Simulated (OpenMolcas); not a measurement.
# BGeH5 (SMILES [BH2][GeH3]) at 6 levels

Wanted: a comparison of 6 runs (B2PLYP/aug-cc-pVDZ, PBE/aug-cc-pVDZ, SVWN5/aug-cc-pVDZ, r2SCAN/aug-cc-pVDZ, revPBE/aug-cc-pVDZ, MP2/aug-cc-pVDZ) of BGeH5. 

The calculation is run with OpenMolcas 26.06.

1 further run of the same task is left out (set aside as unsound or not needed).

## Step 1: The system as given

BGeH5: 7 atoms, total charge 0, spin state singlet. As SMILES, `[BH2][GeH3]`. Geometry: relaxed at PBE0-D4/def2-TZVP.

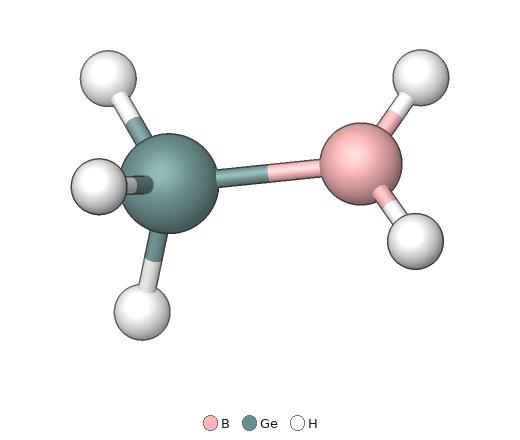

Viewed from a chosen angle; boron pink, germanium teal, hydrogen white.

## Step 2: The energy at B2PLYP/aug-cc-pVDZ (run 1)

geom.xyz reads:

```xyz
7

B      0.007500    -1.219800     0.268100
Ge     0.048900     0.786100    -0.183400
H     -1.044400    -1.784600     0.312800
H      0.997700    -1.849300     0.488600
H     -0.601100     1.019700    -1.562200
H     -0.799800     1.566200     0.840700
H      1.452500     1.413700    -0.210300
```

test.inp reads:

```
&gateway
 baslib=$CurrDir
 coord=geom.xyz
 basis=aug-cc-pVDZ
 group=NoSym

&seward
 gridinput
 Grid=UltraFine
 End of Grid

&scf
 ksdft=B2PLYP_SCF
 thresholds=1e-10 1e-07 1e-07 1e-05
 prorbitals=1 2

&mbpt2
 frozen=10
```

The basis set aug-cc-pVDZ is read from a file made from the Basis Set Exchange's data (not shown).

The run is started by

```console
export MOLCAS_MEM=1860
pymolcas test.inp > test.log
```

Standard output:

```text
--- Start Module: gateway ---
[...]
--- Stop Module: gateway /rc=_RC_ALL_IS_WELL_ ---
[...]
      Basis functions          104
[...]
--- Start Module: scf ---
[...]
       Convergence after  10 Iterations
[...]
::    Total KS-DFT energy                           -2104.2464337255
[...]
      Total spin, S                                     0.0000000000
[...]
      Total electronic charge=   42.000000
      Total            charge=   -0.000000
[...]
      Dipole Moment (debye):
      Origin of the operator (angstrom)=    0.0412    0.5007   -0.1193
                   X=  3.8476E-02               Y= -5.5146E-01               Z=  1.2937E-01           Total=  5.6774E-01
      Quadrupole Moment (debye*angstrom):
[...]
--- Stop Module: scf /rc=_RC_ALL_IS_WELL_ ---
[...]
--- Start Module: mbpt2 ---
[...]
 ###    WARNING: MP2 implementation intended for RHF references only         ###
 ###############################################################################
MBPT2 WARNING: Reference function according to RunFile:KS-DFT
I'll assume you know what you're doing and continue
WARNING!
Default frozen orbitals as non valence orbitals is overwritten by user input.
Default values:  15
[...]
       Reference weight ( Cref**2 )         =        0.87157
::    Total MBPT2 energy                            -2104.5200008298
[...]
      Total MBPT2 calculations                           0.65      0.72
--- Stop Module: mbpt2 /rc=_RC_ALL_IS_WELL_ ---
[...]
```

It took 38 s on 1 thread of Intel Xeon Platinum 8259CL at 2.50GHz (Skylake/Cascade Lake), shared host; peak memory 0.59 GiB.

## Step 3: Energy and forces at PBE/aug-cc-pVDZ (run 2)

test.inp reads:

```
* BGeH5 Kohn-Sham DFT
>>> EXPORT MOLCAS_PRINT=2
&GATEWAY
BasLib=$CurrDir
BasisSet
B.aug-cc-pVDZ....
B1 0.007500 -1.219800 0.268100 angstrom
End of Basis
BasisSet
Ge.aug-cc-pVDZ....
Ge2 0.048900 0.786100 -0.183400 angstrom
End of Basis
BasisSet
H.aug-cc-pVDZ....
H3 -1.044400 -1.784600 0.312800 angstrom
H4 0.997700 -1.849300 0.488600 angstrom
H5 -0.601100 1.019700 -1.562200 angstrom
H6 -0.799800 1.566200 0.840700 angstrom
H7 1.452500 1.413700 -0.210300 angstrom
End of Basis
&SEWARD
GridInput
Grid=UltraFine
End of Grid
&SCF
KSDFT=PBE
Thresholds=1e-10 1e-07 1e-07 1e-05
PrOrbitals=1
&ALASKA
```

The basis set aug-cc-pVDZ is read from a file made from the Basis Set Exchange's data (not shown).

The run is started by

```console
export MOLCAS_MEM=1860
pymolcas test.inp > test.log
```

Standard output:

```text
--- Start Module: gateway ---
[...]
--- Stop Module: gateway /rc=_RC_ALL_IS_WELL_ ---
[...]
      Basis functions          104
[...]
--- Start Module: scf ---
[...]
       Convergence after  13 Iterations
[...]
::    Total KS-DFT energy                           -2104.3945324855
[...]
      Total spin, S                                     0.0000000000
[...]
      Total electronic charge=   42.000000
      Total            charge=   -0.000000
[...]
      Dipole Moment (debye):
      Origin of the operator (angstrom)=    0.0412    0.5007   -0.1193
                   X= -1.1235E-02               Y= -3.7100E-01               Z=  8.3780E-02           Total=  3.8051E-01
      Quadrupole Moment (debye*angstrom):
[...]
--- Stop Module: scf /rc=_RC_ALL_IS_WELL_ ---
[...]
--- Start Module: alaska ---
[...]
 *              Molecular gradients               *
 **************************************************
  Irreducible representation: a
 ------------------------------------------------------------------------------------------
                              X                       Y                       Z
 ------------------------------------------------------------------------------------------
  B1                2.63110550589030E-05   -5.21927969300595E-03    1.20068128896356E-03
  GE2              -1.53525057235437E-03    3.84285065130108E-03   -9.90498148824459E-04
  H3                6.60861165248061E-03    3.38689556946736E-03   -2.50138524783949E-04
  H4               -6.26647344401121E-03    3.66775798091012E-03   -1.32804556655786E-03
  H5                2.27230130905509E-03   -9.79375020280226E-04    3.98033900607508E-03
  H6                2.85097268342271E-03   -2.53537239581103E-03   -2.78084709382131E-03
  H7               -3.95647268365540E-03   -2.16347709258136E-03    1.68509038945164E-04
 ------------------------------------------------------------------------------------------
--- Stop Module: alaska /rc=_RC_ALL_IS_WELL_ ---
[...]
```

Wall time 61 s (1 thread of Intel Xeon Platinum 8259CL at 2.50GHz (Skylake/Cascade Lake), shared host); peak memory 0.59 GiB.

Runs 3 to 4 aren't shown in full; the table further down has their settings and results.

## Step 4: Energy and gradient at revPBE/aug-cc-pVDZ (run 5)

geom.xyz is that of step 2.

calc.input reads:

```
* BGeH5 Kohn-Sham DFT

&GATEWAY
  BASLIB
  $CurrDir
  COORD
  geom.xyz
  BASIS
  aug-cc-pVDZ
  GROUP
  NoSym

&SEWARD
  GRIDINPUT
  Grid=UltraFine
  End of Grid

&SCF
  KSDFT
  revPBE
  THRESHOLDS
  1e-10 1e-07 1e-07 1e-05
  PRORBITALS
  1

&ALASKA
```

The basis set aug-cc-pVDZ is read from a file made from the Basis Set Exchange's data (not shown).

The run is started by

```console
export MOLCAS_MEM=1860
pymolcas calc.input > calc.log
```

Standard output:

```text
--- Start Module: gateway ---
[...]
--- Stop Module: gateway /rc=_RC_ALL_IS_WELL_ ---
[...]
      Basis functions          104
[...]
--- Start Module: scf ---
[...]
       Convergence after  13 Iterations
[...]
::    Total KS-DFT energy                           -2104.6025987336
[...]
      Total spin, S                                     0.0000000000
[...]
      Total electronic charge=   42.000000
      Total            charge=   -0.000000
[...]
      Dipole Moment (debye):
      Origin of the operator (angstrom)=    0.0412    0.5007   -0.1193
                   X= -5.6427E-03               Y= -3.9175E-01               Z=  8.9016E-02           Total=  4.0177E-01
      Quadrupole Moment (debye*angstrom):
[...]
--- Stop Module: scf /rc=_RC_ALL_IS_WELL_ ---
[...]
--- Start Module: alaska ---
[...]
 *              Molecular gradients               *
 **************************************************
  Irreducible representation: a
 ------------------------------------------------------------------------------------------
                              X                       Y                       Z
 ------------------------------------------------------------------------------------------
  B1                1.89633372563169E-05   -3.25717957092309E-03    7.54331244004813E-04
  GE2              -1.43011902929091E-03    2.10654459656379E-03   -5.87239484182156E-04
  H3                7.04641705528175E-03    3.81752044313721E-03   -3.13143339531141E-04
  H4               -6.68400843744887E-03    4.12185464893522E-03   -1.46364834797597E-03
  H5                2.58970458924734E-03   -1.15673864044763E-03    4.84623797527295E-03
  H6                3.29333232969287E-03   -3.05641852074778E-03   -3.42577757396434E-03
  H7               -4.83428984475331E-03   -2.57558295642824E-03    1.89239526368845E-04
 ------------------------------------------------------------------------------------------
--- Stop Module: alaska /rc=_RC_ALL_IS_WELL_ ---
[...]
```

Run time: 60 s. Hardware: 1 thread of Intel Xeon Platinum 8259CL at 2.50GHz (Skylake/Cascade Lake), shared host; peak memory 0.59 GiB.

## Step 5: The energy at MP2/aug-cc-pVDZ (run 6)

coord.xyz reads:

```xyz
7

B      0.007500    -1.219800     0.268100
Ge     0.048900     0.786100    -0.183400
H     -1.044400    -1.784600     0.312800
H      0.997700    -1.849300     0.488600
H     -0.601100     1.019700    -1.562200
H     -0.799800     1.566200     0.840700
H      1.452500     1.413700    -0.210300
```

test.input reads:

```
>>> EXPORT MOLCAS_PRINT=2
&GATEWAY
BasLib=$CurrDir
Coord=coord.xyz
Basis=aug-cc-pVDZ
Group=NoSym
&SEWARD
&SCF
Thresholds=1e-10 1e-07 1e-07 1e-05
PrOrbitals=0
&MBPT2
Frozen=10
```

The basis set aug-cc-pVDZ is read from a file made from the Basis Set Exchange's data (not shown).

The run is started by

```console
export MOLCAS_MEM=1860
pymolcas test.input > test.log
```

Standard output:

```text
--- Start Module: gateway ---
[...]
--- Stop Module: gateway /rc=_RC_ALL_IS_WELL_ ---
[...]
      Basis functions          104
[...]
--- Start Module: scf ---
[...]
       Convergence after  11 Iterations
[...]
::    Total SCF energy                              -2102.8848150913
[...]
      Total spin, S                                     0.0000000000
[...]
      Total electronic charge=   42.000000
      Total            charge=   -0.000000
[...]
      Dipole Moment (debye):
      Origin of the operator (angstrom)=    0.0412    0.5007   -0.1193
                   X=  6.4944E-02               Y= -6.2640E-01               Z=  1.4887E-01           Total=  6.4711E-01
      Quadrupole Moment (debye*angstrom):
[...]
--- Stop Module: scf /rc=_RC_ALL_IS_WELL_ ---
[...]
--- Start Module: mbpt2 ---
[...]
WARNING!
Default frozen orbitals as non valence orbitals is overwritten by user input.
Default values:  15
[...]
       Reference weight ( Cref**2 )         =        0.91559
::    Total MBPT2 energy                            -2103.1031085281
[...]
      Total MBPT2 calculations                           0.58      0.65
--- Stop Module: mbpt2 /rc=_RC_ALL_IS_WELL_ ---
[...]
```

Run time: 15 s. Hardware: 1 thread of Intel Xeon Platinum 8259CL at 2.50GHz (Skylake/Cascade Lake), shared host; peak memory 0.59 GiB.

## Step 6: All runs side by side

```csv
run,level,task,frozen core orbitals,energy (Eh),dipole moment (D) of the reference,HOMO energy (eV),LUMO energy (eV),wall time
1,B2PLYP/aug-cc-pVDZ,energy,10,-2104.320297,0.57,-9.40,-1.09,38 s
2,PBE/aug-cc-pVDZ,gradient,–,-2104.394532,0.38,-7.18,-3.44,61 s
3,SVWN5/aug-cc-pVDZ,gradient,–,-2101.273369,0.32,-7.25,-3.69,48 s
4,r2SCAN/aug-cc-pVDZ,gradient,–,-2104.736304,0.44,-7.45,-3.05,74 s
5,revPBE/aug-cc-pVDZ,gradient,–,-2104.602599,0.40,-7.14,-3.33,60 s
6,MP2/aug-cc-pVDZ,energy,10,-2103.103109,0.65,-11.16,0.74,15 s
```

## Step 7: Summary of results

| quantity | value |
| --- | --- |
| run 6: total energy | -2103.10311 Eh |
| run 6: dipole moment (mean-field density) | 0.65 D |
| run 6: HOMO energy (Hartree–Fock orbitals) | -11.16 eV |
| run 6: LUMO energy (Hartree–Fock orbitals) | 0.74 eV |
| run 6: HOMO–LUMO gap (Hartree–Fock orbitals) | 11.91 eV |
| run 6: correlation energy (10 core orbitals frozen) | -218.3 mEh |

In words: Over runs 1, 2, 3, 4, 5 the dipole moment (its size) runs from 0.32 D (SVWN5/aug-cc-pVDZ) to 0.57 D (B2PLYP/aug-cc-pVDZ). A double hybrid's value is that of its SCF part. Over runs 1, 2, 3, 4, 5 the HOMO–LUMO gap runs from 3.57 eV (SVWN5/aug-cc-pVDZ) to 8.30 eV (B2PLYP/aug-cc-pVDZ). For B2PLYP the log adds the whole second-order term; the table takes 0.27 of it, as the functional is defined. Totals of different functionals can't be ranked against each other. All runs together took 4.9 min, the longest 74 s.
